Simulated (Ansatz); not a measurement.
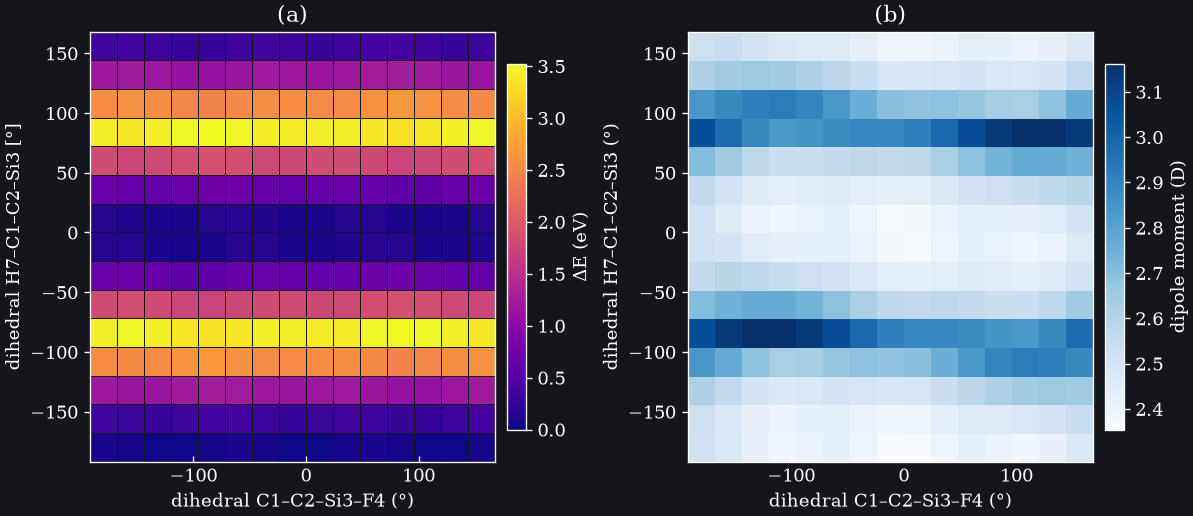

C₂H₃Cl₂FSi, SMILES C=C[Si](F)(Cl)Cl. The first coordinate is: dihedral C1–C2–Si3–F4; the second: dihedral H7–C1–C2–Si3. Nothing is relaxed (all other coordinates rigid). The grid has 15 × 15 points; 114 points were computed and 111 follow by symmetry. All energies are given in eV relative to the lowest grid point. The dihedral twists a double bond; near 90° a spin-restricted reference is unreliable. These are results of RKS PBE0-D4/def2-SVP (Ansatz 0.2.0), not measurements.

Panel (a) is the energy and panel (b) the computed dipole moment on the same grid.

Drawn: one coloured cell a grid point.

Q: How does the dipole moment vary over the map, and what is it at the lowest grid point?

A: Leaving out the highest fifth of the energies, it runs from 2.35 D at dihedral C1–C2–Si3–F4 = −12°, dihedral H7–C1–C2–Si3 = −180° to 2.92 D at dihedral C1–C2–Si3–F4 = −108°, dihedral H7–C1–C2–Si3 = 108°. At the lowest grid point, dihedral C1–C2–Si3–F4 = −108°, dihedral H7–C1–C2–Si3 = −180°, it is 2.39 D.
